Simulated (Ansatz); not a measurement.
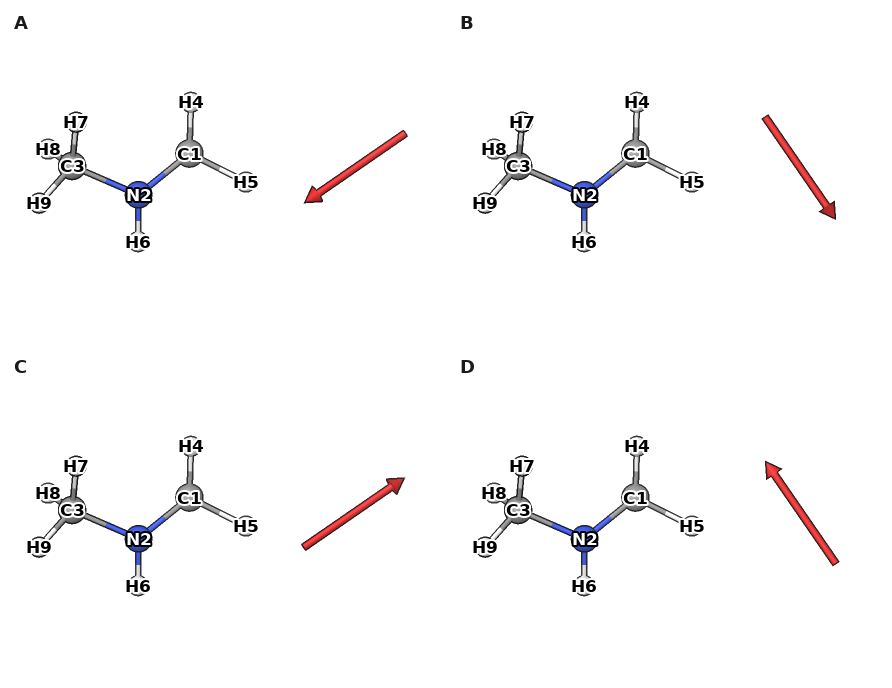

The same molecule four times, each with an arrow. State: neutral, doublet. Geometry: relaxed with PBE0-D4/def2-TZVP with one coordinate held away from its value at the minimum. Properties computed with UKS PBE0-D4/def2-TZVP (Ansatz 0.2.0).

Which arrow points along the dipole moment, from the negative to the positive end?

A. The dipole moment is 1.37 D; it points from the side of H4, H5 to the side of H9 (the outermost atoms at the two ends).
